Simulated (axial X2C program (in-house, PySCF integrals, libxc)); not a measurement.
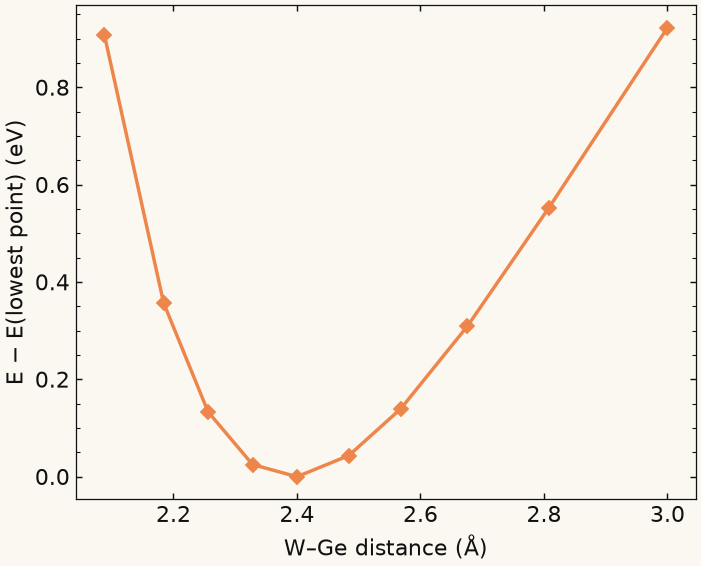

**Figure 1.** Energy at 10 bond lengths, for one set of occupations held fixed; the line joins the points. A polynomial of degree 6 through 9 points gives rₑ = 2.391 Å, ωₑ = 246.4 cm⁻¹, ωₑxₑ = 0.78 cm⁻¹ and Bₑ = 0.05594 cm⁻¹. The minimum lies 2.46 eV below W + Ge, each computed as one determinant at the same level.

## WGe: relativistic diatomic calculation

- system: WGe, single determinant with M_S = 2 and |Λ| = 1.
- method: PBE0, spin-free X2C-1e, W dyall-cv3z, Ge dyall-cv3z (cores contracted) (axial X2C program (in-house, PySCF integrals, libxc))

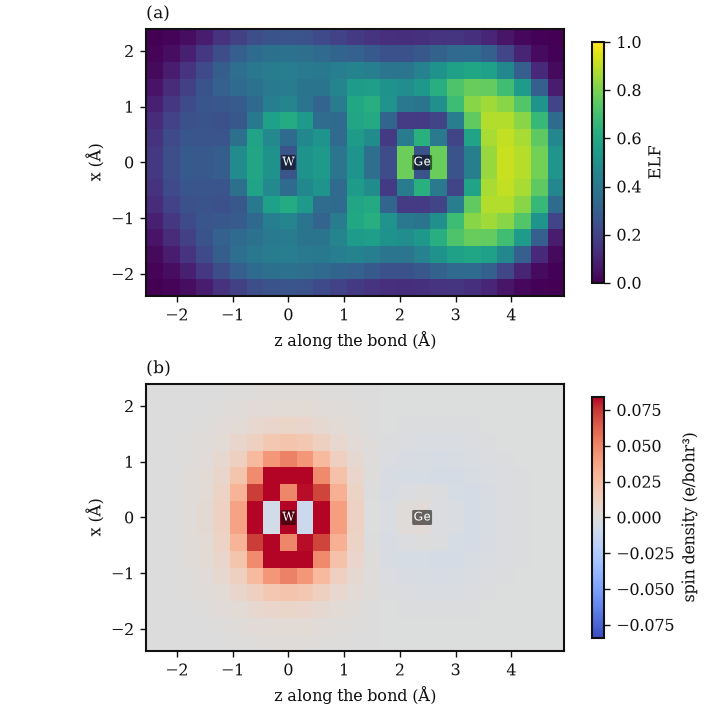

**Figure 2.** (a) electron localisation function; (b) spin density, in a plane that holds the axis, at 2.40 Å, on points 0.3 Å apart (one half computed, the other mirrored); the structure near the nuclei is finer than these points.

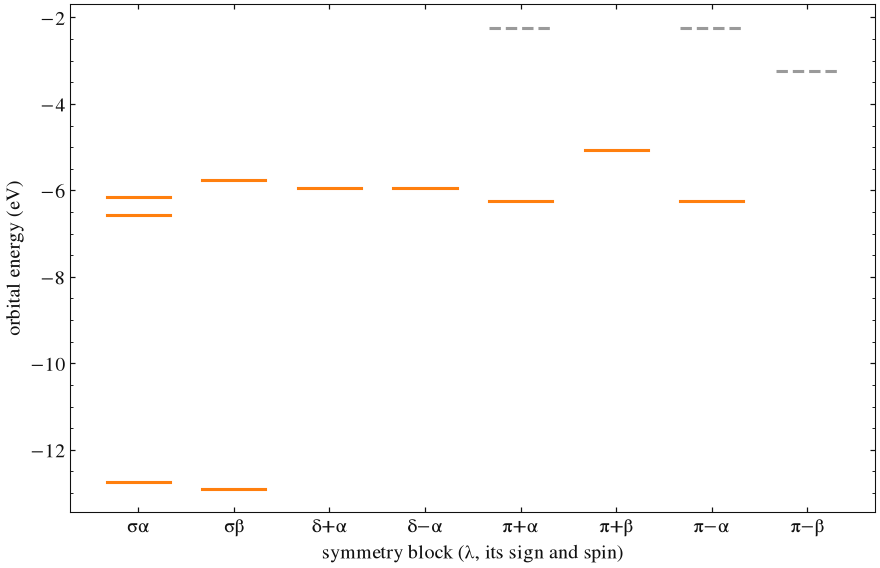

**Figure 3.** Orbital energies near the frontier at 2.40 Å, filled (solid) and empty (dashed); a label such as π−α means λ = −1 and α spin. The highest filled orbital (π+β; 60 % Ge p, 28 % W d) lies at −5.06 eV, the lowest empty one (π−β; 59 % Ge p, 28 % W d) at −3.25 eV.

Input and output of the run follow.

### Input file
```
{"zs": [74, 32], "q": 0, "bas": ["dyall-cv3z", "dyall-cv3z"], "levels": ["PBE0", "HF", "PBE"], "cc": true, "r0": 2.58, "thr": -1.0, "nmax": 90, "npts": 10, "nst": 2, "ntry": 6}
```

The line is the task of a batch: nuclear charges, charge, bases, the levels to run, a first guess of the distance and further settings. This report covers PBE0 without spin-orbit coupling. The log is that of the reference distance 2.4 Å, started from orbitals converged before.

Launched within a batch (the task file carries these settings):
```bash
python <driver script> task.json out
```

### Output
```
spin-free X2C-1e  PBE0
basis functions 293  fitting functions 1507  grid points 5800
iter        total energy     max residual
   1     -18242.102551669     1.05e-05
   2     -18242.102551667     3.27e-05
   3     -18242.102551686     5.05e-06
   4     -18242.102551688     4.56e-06
   5     -18242.102551692     1.90e-06
   6     -18242.102551693     1.10e-06
converged
one-electron -26120.94232767  Coulomb 7765.28607496  exact exchange -100.49028813  xc functional -308.07752562  nuclear repulsion 522.12151477
```

### The points of the curve

| R (Å) | E (hartree) | dipole (D; origin at the first atom, positive when the second is positive) | highest filled (eV) | lowest empty (eV) |
| --- | --- | --- | --- | --- |
| 2.088 | −18242.069156 | −2.31 | −5.58 | −3.61 |
| 2.184 | −18242.089425 | −2.35 | −5.36 | −3.45 |
| 2.256 | −18242.097649 | −2.36 | −5.23 | −3.36 |
| 2.328 | −18242.101629 | −2.34 | −5.13 | −3.29 |
| 2.400 | −18242.102552 | −2.29 | −5.06 | −3.25 |
| 2.484 | −18242.100949 | −2.21 | −5.01 | −3.21 |
| 2.568 | −18242.097423 | −2.09 | −4.99 | −3.19 |
| 2.676 | −18242.091183 | −1.91 | −4.99 | −3.18 |
| 2.808 | −18242.082236 | −1.66 | −5.02 | −3.19 |
| 3.000 | −18242.068638 | −1.26 | −5.09 | −3.23 |

### Results in brief

```
                    quantity                                                                  value
                     outcome                                                              converged
              bond length rₑ                                                                2.391 Å
                          ωₑ                                                             246.4 cm⁻¹
       energy at the minimum                                                   −18242.10257 hartree
   depth below the fragments                                                                2.46 eV
largest ⟨S²⟩ along the curve                                                                   7.02
                    hardware  1 thread of Arm Neoverse V1, 112 GiB of memory available, shared host
                   wall time                                                                   20 s
                 peak memory                                                               0.85 GiB
```

### Notes

⟨S²⟩ reaches 7.02 where a pure state of this multiplicity has 6.00, so the determinant is spin-contaminated.
